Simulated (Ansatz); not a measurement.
# VBiO4 (Clinobisvanite): the dielectric response by several routes, part 2 of 2

How strongly does VBiO4 (Clinobisvanite) screen? Routes: perturbation theory, a sum over states and the RPA step of G0W0.

Ansatz 0.2.0; linear response on LDA, plane waves, PAW. Known limits of the many-body steps: not at the basis limit; no spin polarisation; d states lean on the start; no spin-orbit coupling.

So far. Step 2 (Response to a homogeneous field): One over ε∞ averages 0.15, under the quarter of exact exchange in PBE0, which by this rule of thumb may open the gap too far. Step 3 (Independent-particle spectrum): The sum gives ε∞ = 7.77, 6.95 and 8.38 without local fields.

### 3. Independent-particle spectrum (continued)

Level of this step: independent-particle optics on LDA, plane waves, PAW (Ansatz).

The loss function has structure finer than the step of the table below, so its rows give means over 2 eV, whole bins alone (the curve runs from 0 to 25 eV). Peaks (eV: height): xx 10.5: 0.946, 20.6: 1.29; yy 10.7: 1.09, 20.3: 1.33; zz 10.5: 0.911, 20.2: 1.34.

Independent particles, no local fields, Gaussian width 0.2 eV. Table of loss function by photon energy; means over each step:

```tsv
photon energy (eV)	xx	yy	zz
2	0.0132	0.00212	0.0178
4	0.0643	0.0653	0.0585
6	0.0984	0.0893	0.0923
8	0.208	0.159	0.195
10	0.710	0.561	0.685
12	0.484	0.664	0.563
14	0.372	0.468	0.407
16	0.611	0.462	0.582
18	0.721	0.807	0.749
20	1.06	1.20	1.15
22	1.14	0.981	1.10
24	0.794	0.770	0.814
```

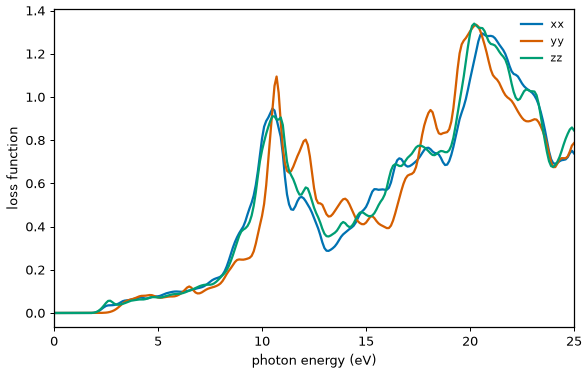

Loss function against photon energy.

Independent particles, no local fields, Gaussian width 0.2 eV. The ε₁ by photon energy:

```tsv
photon energy (eV)	xx	yy	zz
0.0	7.71	6.88	8.32
2.5	10.6	9.54	10.1
5.0	6.11	6.87	6.60
7.5	-2.90	-2.33	-3.30
10.0	-0.305	-1.10	-0.399
12.5	1.13	0.842	1.00
15.0	0.251	1.00	0.623
17.5	0.282	-0.121	0.236
20.0	0.0598	0.177	0.0619
22.5	0.457	0.551	0.477
25.0	0.669	0.636	0.591
```

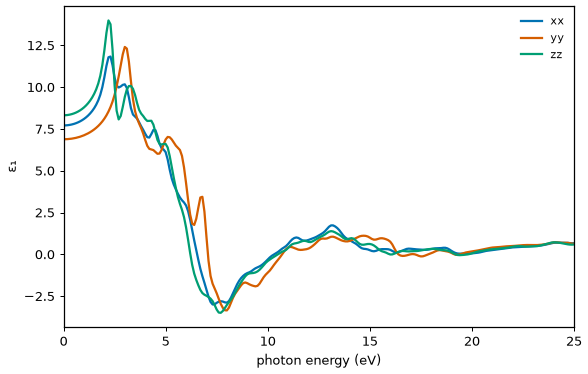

ε₁ against photon energy.

### 4. RPA screening from the G0W0 run

G0W0 replaces the xc potential by the self-energy, built once from these orbitals. Only a window of levels is corrected, while the sums run over the empty bands that the input names.

This step: G0W0 on LDA, plane waves, PAW.

input.yaml

```yaml
crystal:
  lattice:
    - [3.6235830947, -5.8486, 0.0]
    - [3.6235830947, 5.8486, 0.0]
    - [-3.5500110127, 0.0, 3.6473943918]
  atoms:
    - { symbol: V, position: [0.87, 0.13, 0.75] }
    - { symbol: V, position: [0.13, 0.87, 0.25] }
    - { symbol: Bi, position: [0.3665, 0.6335, 0.75] }
    - { symbol: Bi, position: [0.6335, 0.3665, 0.25] }
    - { symbol: O, position: [0.9383, 0.3547, 0.6388] }
    - { symbol: O, position: [0.6453, 0.0617, 0.8612] }
    - { symbol: O, position: [0.0617, 0.6453, 0.3612] }
    - { symbol: O, position: [0.3547, 0.9383, 0.1388] }
    - { symbol: O, position: [0.8113, 0.7099, 0.8796] }
    - { symbol: O, position: [0.2901, 0.1887, 0.6204] }
    - { symbol: O, position: [0.1887, 0.2901, 0.1204] }
    - { symbol: O, position: [0.7099, 0.8113, 0.3796] }
kpoints:
  mp_grid: { grid: [4, 4, 4] }
hamiltonian:
  xc: lda
scf:
  occupations: { method: fixed }
gw:
  n_empty_bands: 847
  ecut_chi: 180.0
  qp_bands: [v4, c4]
  qp_kpoints: band_edges
  screening: { model: contour_deformation }
```

Started as:

```bash
ansatz run input.yaml --threads 3 --pin off --max-ram 92160MiB --backend cuda --events-out ev --progress --plain --runs-dir out --devices 1 --max-vram 13GiB  # rebuilt from the run's record
```

Numbers of over 12 decimals in the logs are rounded to 6 here.

Output:

```text
GPUs: using 1 of 1 available (devices: 1).
[...]
GPU FFT provider: cuFFT
GPU libraries: cuBLAS 13.8.2, cuFFT 12.4.0, cuSOLVER 12.3.4
Crystal: 12 atoms, lattice volume = 154.598 Å³
Basis set: ecut = 420 eV, 3041 PW (Γ)
Bands: 64, of which v1, the nominal top of the filled ones, is band 52 counted from 1 (51 counted from 0)
Symmetry: 4 space group operations
[...]
k-points: 24 of 64
[...]
0    56     11.5448   -17.2217    -6.6273   -25.0574  0.6826    12.8118    12.7532  root
[...]
23    53     11.0238   -16.6484    -6.4066   -24.3320  0.6954    12.3493    12.3008  root
    23    54     11.0238   -16.6484    -6.4066   -24.3320  0.6954    12.3493    12.3008  root
    23    55     11.2017   -15.8890    -6.0720   -23.2312  0.7178    12.5108    12.4720  root
    23    56     11.2017   -15.8890    -6.0720   -23.2312  0.7178    12.5108    12.4720  root
[key lines of the parts left out:]
SCF converged after 9 iterations
Free energy (F): -34338.252701 eV
Fermi energy:    8.072697 eV
```

Elapsed: 4.3 min, on 1 × NVIDIA H100 80GB HBM3 (shared by 6 runs) with 3 threads of AMD EPYC 7R13 (Zen 3), shared host; peak memory 4.9 GiB.

This step gave:

```yaml
bands_summed: 899
rpa_eps_infinity_on_this_mesh_eigenvalues: 5.945, 6.887, 7.292
plane_waves_in_the_screening_matrix: 841
g0w0_gap_on_the_mesh: 3.792 eV
k_of_the_valence_top: 0, 0, 0.25
k_of_the_conduction_bottom: 0, -0.5, -0.5
starting_gap_on_the_mesh: 2.276 eV
least_direct_g0w0_gap_on_the_computed_points: 3.816 eV
```

The gap on the mesh goes from 2.28 eV to 3.79 eV, a correction of +1.52 eV, though a band edge has moved to another state.

Mean over the mesh in bins of 0.25 1/Å. The static inverse dielectric function, diagonal by length of q+G:

```tsv
length of q+G (Å⁻¹)	static inverse dielectric function, diagonal
0.32	0.173
0.75	0.264
1.25	0.402
1.75	0.538
2.25	0.656
2.76	0.745
3.26	0.809
3.75	0.854
4.25	0.888
4.75	0.914
5.25	0.935
5.75	0.952
6.25	0.965
6.75	0.974
```

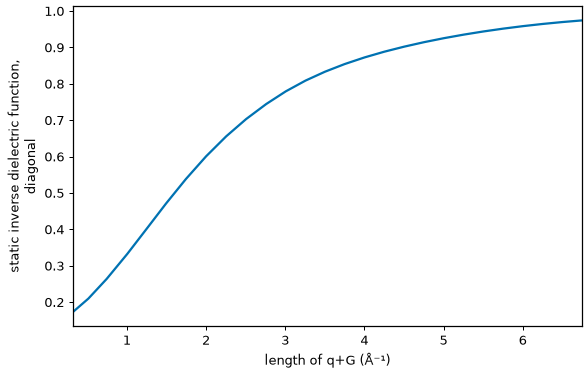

Static inverse dielectric function, diagonal, plotted against length of q+G.

### 5. The values together

Times are wall times on 1 × NVIDIA H100 80GB HBM3 (shared by 6 runs) with 3 threads of AMD EPYC 7R13 (Zen 3), shared host, good to a factor of about two.

```tsv
method	mesh	ε∞, low	middle	high	mean	time
perturbation theory (local fields and xc kernel)	4×4×6 (response on 96 points)	6.12	7.07	7.49	6.89	50 s
sum over states (no local fields)	6×6×6	6.95	7.77	8.38	7.70	81 s
RPA with local fields, on the GW mesh	4×4×4	5.94	6.89	7.29	6.71	4.3 min
```

### 6. Outcome

```yaml
perturbation_theory_local_fields_and_xc_kernel: 6.12, 7.07, 7.49
sum_over_states_no_local_fields: 6.95, 7.77, 8.38
rpa_with_local_fields_on_the_gw_mesh: 5.94, 6.89, 7.29
```

In words: Mean Born effective charge: V1 4.85, Bi3 5.63, O5 -2.75, O9 -2.49 e. The most distinct maxima of the ε₂ (xx) lie at 6.3 and 13.7 eV, the highest at 6.3 eV. The most distinct maxima of the loss function (xx) lie at 10.5 and 20.6 eV, the highest at 20.6 eV. The sum without local fields gives 7.70 in the mean against 6.89 by perturbation theory; local fields lower ε∞ and the xc kernel gives part of it back, though the sum also carries the error of its own mesh. The RPA values on the 4×4×4 mesh average 0.97 times those of perturbation theory (means 6.71 and 6.89, which can hide unlike anisotropies). Without the xc kernel RPA should lie a little lower, and the mean does, by little. Ions are clamped, so the lattice part of the static constant is not in these numbers.

[Paths, hosts, dates, memory and timing lines, banners, echoed tables and standing remarks are left out of the program output.]

[Logs are printed without paths, hosts, clocks, repeated set-up lines and the standing remarks that a program may print on its own settings, such as how far it seeks lower states.]

[Runs of the session that timed out or met a known fault of the program may be left out.]

[Cells called generated may have been cut or substituted from an entry of the Crystallography Open Database or the Materials Project.]

[Hosts, paths, dates, database ids (printed as entryN), source tags and the programs' standing remarks are cut or masked in the printed files.]
